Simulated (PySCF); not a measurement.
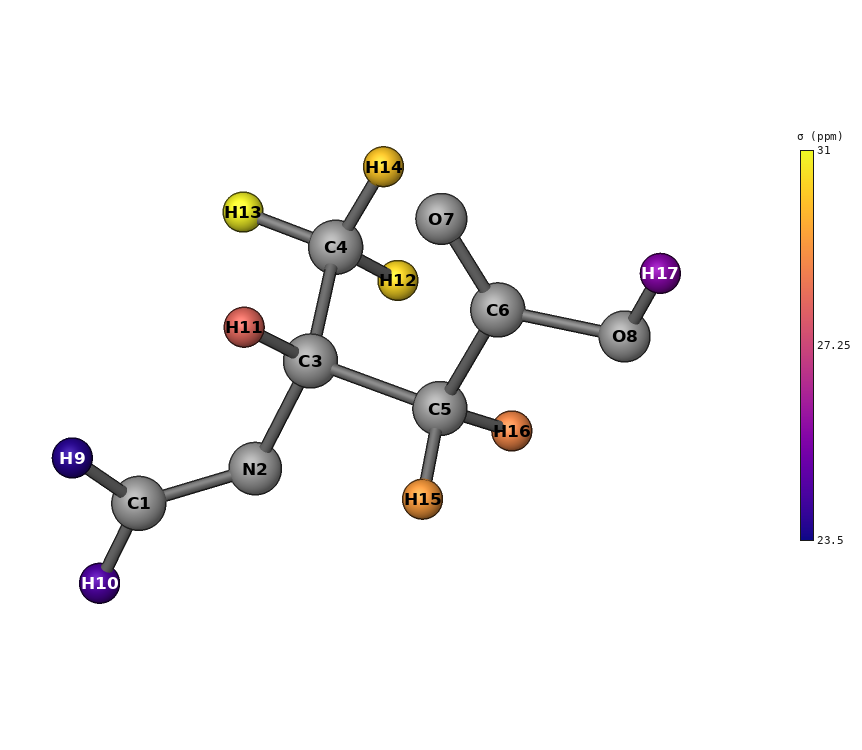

Atoms are coloured by their isotropic NMR shieldings (H only, the others grey). Computed geometry: GFN2-xTB optimisation. No frequency run is at hand to confirm it as a minimum. Level of theory: GIAO PBE0/pcSseg-1 NMR shielding, non-relativistic, gas phase (PySCF 2.14.0).

List the isotropic NMR shieldings of the H atoms.

```
atom  σ (ppm)
  H9    23.85
 H10    24.48
 H11    28.11
 H12    30.41
 H13    30.86
 H14    30.12
 H15    29.25
 H16    28.84
 H17    25.54
```
